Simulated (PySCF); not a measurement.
# BHSBr (SMILES S[B]Br) at 4 levels

Aim: a comparison of 4 runs (U-r2SCAN/ANO-RCC-MB, U-r2SCAN/ANO-RCC-VDZ, U-r2SCAN/ANO-RCC-VDZP, U-r2SCAN/ANO-RCC-VTZP) of BHSBr. Input form: a Python script.

The results are computed with PySCF 2.14.0.

## Step 1: The system as given

BHSBr: 4 atoms, total charge 0, spin state doublet. SMILES: `S[B]Br`. The shape is that of a PBE0-D4/def2-TZVP optimisation.

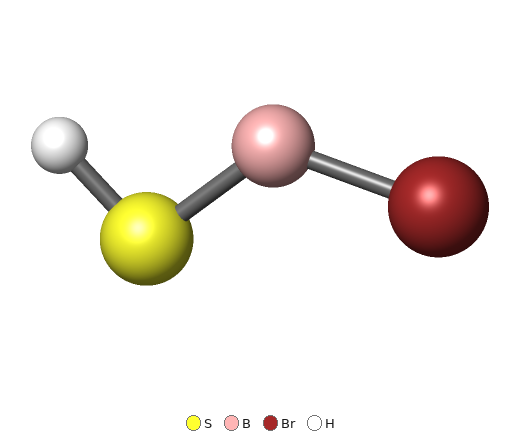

The structure, seen from a chosen angle (sulfur yellow, boron pink, bromine red, hydrogen white).

## Step 2: A single-point energy at U-r2SCAN/ANO-RCC-MB (sfX2C) (run 1)

File job.py:

```python
# S[B]Br
from pyscf import gto, dft

system = gto.M(
    atom='''
S     -0.702000     0.264600    -0.808500
B      0.466200    -0.103000     0.457200
Br     0.566600    -1.738600     1.383500
H     -0.275300     1.516800    -1.052500
''',
    spin=1,
    charge=0,
    verbose=4,
    max_memory=1860,
    basis='ano-rcc-mb',
)

calc0 = dft.UKS(system, xc='r2scan')
calc0 = calc0.x2c()
calc0.conv_tol = 1e-10
calc0.grids.level = 4
calc0.kernel()
if not calc0.converged:
    calc0 = calc0.newton().run(calc0.mo_coeff, calc0.mo_occ)

e_tot = calc0.e_tot
print('Final energy', e_tot)
```

On the command line:

```sh
$ OMP_NUM_THREADS=1 python job.py
```

What it wrote:

```text
PySCF version 2.14.0

[... 60 lines left out ...]
WARN: HOMO -0.156428456527194 >= LUMO -0.15642845652719
[... 42 lines left out ...]
converged SCF energy = -3030.81774117678  <S^2> = 0.75538759  2S+1 = 2.0053803
Final energy -3030.8177411767815
```

Run time: 11 s. Hardware: 1 thread of Arm Neoverse V2, shared host; peak memory 0.26 GiB.

## Step 3: A single-point energy at U-r2SCAN/ANO-RCC-VDZ (sfX2C) (run 2)

File job.py:

```python
from pyscf import gto, dft

mol = gto.M(
    atom='''
S     -1.326588     0.500022    -1.527844
B      0.880990    -0.194642     0.863983
Br     1.070719    -3.285478     2.614436
H     -0.520242     2.866337    -1.988937
''',
    spin=1,
    unit='bohr',
    max_memory=1860,
    basis='ano-rcc-vdz',
    verbose=3,
)

mf = dft.UKS(mol)
mf.xc = 'r2scan'
mf = mf.sfx2c1e()
mf.grids.level = 4
mf.conv_tol = 1e-10
mf.kernel()
if not mf.converged:
    mf = mf.newton().run(mf.mo_coeff, mf.mo_occ)

energy = mf.e_tot
print('Final energy', energy)
```

On the command line:

```sh
$ OMP_NUM_THREADS=1 python job.py
```

What it wrote:

```text
WARN: HOMO -0.163827972996443 >= LUMO -0.163827972996456

converged SCF energy = -3030.90406769027  <S^2> = 0.75599193  2S+1 = 2.005983
Final energy -3030.9040676902687
```

Run time: 15 s. Hardware: 1 thread of Arm Neoverse V2, shared host; peak memory 0.3 GiB.

## Step 4: The energy at U-r2SCAN/ANO-RCC-VDZP (sfX2C) (run 3)

File job.py:

```python
from pyscf import gto, dft

mol = gto.M(
    atom='''
S       -0.702000       0.264600      -0.808500
B        0.466200      -0.103000       0.457200
Br       0.566600      -1.738600       1.383500
H       -0.275300       1.516800      -1.052500
''',
    basis='ano-rcc-vdzp',
    verbose=4,
    spin=1,
    max_memory=1860,
    charge=0,
)

mf = dft.UKS(mol, xc='r2scan')
mf = mf.sfx2c1e()
mf.grids.level = 4
mf.conv_tol = 1e-10
mf.kernel()
if not mf.converged:
    mf = mf.newton().run(mf.mo_coeff, mf.mo_occ)

etot = mf.e_tot
print('Final energy', etot)
```

On the command line:

```sh
$ OMP_NUM_THREADS=1 python job.py
```

What it wrote:

```text
PySCF version 2.14.0

[... 109 lines left out ...]
converged SCF energy = -3030.97117070121  <S^2> = 0.75579733  2S+1 = 2.005789
Final energy -3030.9711707012143
```

Wall time 26 s (1 thread of Arm Neoverse V2, shared host); peak memory 0.36 GiB.

## Step 5: A single-point energy at U-r2SCAN/ANO-RCC-VTZP (sfX2C) (run 4)

File input.py:

```python
from pyscf import gto, dft

molecule = gto.M(
    atom=[
    ('S', (-0.702000, 0.264600, -0.808500)),
    ('B', (0.466200, -0.103000, 0.457200)),
    ('Br', (0.566600, -1.738600, 1.383500)),
    ('H', (-0.275300, 1.516800, -1.052500)),
],
    max_memory=1860,
    basis='ano-rcc-vtzp',
    verbose=3,
    spin=1,
)

calc0 = dft.UKS(molecule)
calc0.xc = 'r2scan'
calc0 = calc0.x2c()
calc0.grids.level = 4
calc0.conv_tol = 1e-10
calc0.kernel()
if not calc0.converged:
    calc0 = calc0.newton().run(calc0.mo_coeff, calc0.mo_occ)

e_tot = calc0.e_tot
print('E = %.10f Eh' % e_tot)
```

On the command line:

```sh
$ OMP_NUM_THREADS=1 python input.py
```

What it wrote:

```text
WARN: HOMO -0.171439688832422 >= LUMO -0.17143968883242

converged SCF energy = -3030.98203501779  <S^2> = 0.75621045  2S+1 = 2.0062008
E = -3030.9820350178 Eh
```

Wall time 72 s (1 thread of Arm Neoverse V2, shared host); peak memory 0.74 GiB.

## Step 6: All runs side by side

```csv
run,level,energy (Eh),dipole moment (D),HOMO energy (eV),LUMO energy (eV),wall time
1,U-r2SCAN/ANO-RCC-MB (sfX2C),-3030.817741,1.33,-6.17,-3.35,11 s
2,U-r2SCAN/ANO-RCC-VDZ (sfX2C),-3030.904068,1.63,-5.34,-2.47,15 s
3,U-r2SCAN/ANO-RCC-VDZP (sfX2C),-3030.971171,1.13,-5.19,-2.29,26 s
4,U-r2SCAN/ANO-RCC-VTZP (sfX2C),-3030.982035,1.12,-5.26,-2.35,72 s
```

Convergence of the dipole moment of doublet BHSBr with the basis set, against the last point:

```csv
basis set,from the last (D),wall time
ANO-RCC-MB,+0.2095,11 s
ANO-RCC-VDZ,+0.5140,15 s
ANO-RCC-VDZP,+0.0080,26 s
ANO-RCC-VTZP,+0.0000,72 s
```

Convergence of the HOMO energy (highest over α and β) of doublet BHSBr with the basis set, against the last point:

```csv
basis set,from the last (eV),wall time
ANO-RCC-MB,-0.9155,11 s
ANO-RCC-VDZ,-0.0810,15 s
ANO-RCC-VDZP,+0.0692,26 s
ANO-RCC-VTZP,+0.0000,72 s
```

## Step 7: Summary of results

| quantity | value |
| --- | --- |
| run 4: total energy | -3030.98204 Eh |
| run 4: dipole moment | 1.12 D |
| run 4: HOMO energy (highest over α and β) | -5.26 eV |
| run 4: LUMO energy (lowest over α and β) | -2.35 eV |
| run 4: ⟨S²⟩ | 0.756 |

In words: For the dipole moment of doublet BHSBr to stay within 0.05 D of the last point, ANO-RCC-VDZP is the first point of the series from which all later ones do (26 s against 72 s). For the dipole moment of doublet BHSBr to stay within 0.01 D of the last point, ANO-RCC-VDZP is the first point of the series from which all later ones do (26 s against 72 s). For the HOMO energy (highest over α and β) of doublet BHSBr to stay within 0.1 eV of the last point, ANO-RCC-VDZ is the first point of the series from which all later ones do (15 s against 72 s). The dipole moment (its size) runs from 1.12 D (U-r2SCAN/ANO-RCC-VTZP) to 1.63 D (U-r2SCAN/ANO-RCC-VDZ). In run 1 the basis is minimal, so the values are rough. All runs together took 2.1 min, the longest 72 s.
